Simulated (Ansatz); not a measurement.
**MoSi2: response to strain**

Start from MoSi$_{2}$ (space group I4/mmm, No. 139; relaxed with 0.1 eV smearing).

```
MoSi2
1.0
   -1.58700     1.58700     3.88936
    1.58700    -1.58700     3.88936
    1.58700     1.58700    -3.88936
Si Mo
2 1
Direct
  0.66479   0.66479   0.00000
  0.33521   0.33521   0.00000
  0.00000   0.00000   0.00000
```

Strains are applied to the cell and any free atomic positions relax.

Level of theory: Ansatz (a first-principles code) LDA, spin-orbit coupling left out.

Notes on the quantities. energy relative to the base: free energy F.

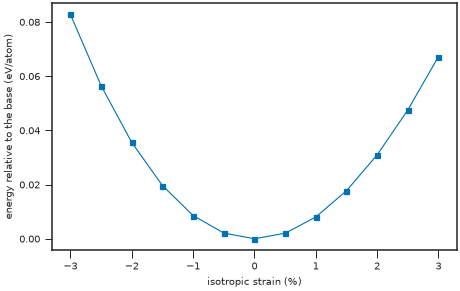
Energy relative to the base against isotropic strain

Task: From the plot, what is the energy relative to the base for isotropic strain −1.00 %?

Result: About 0.009 eV/atom.

Task: Is the trend monotonic over the range shown?

Result: No, it turns within the range, spanning 0 meV/atom to +83 meV/atom.

Whether these cells are dynamically stable was not tested. All final runs are without spin polarisation.
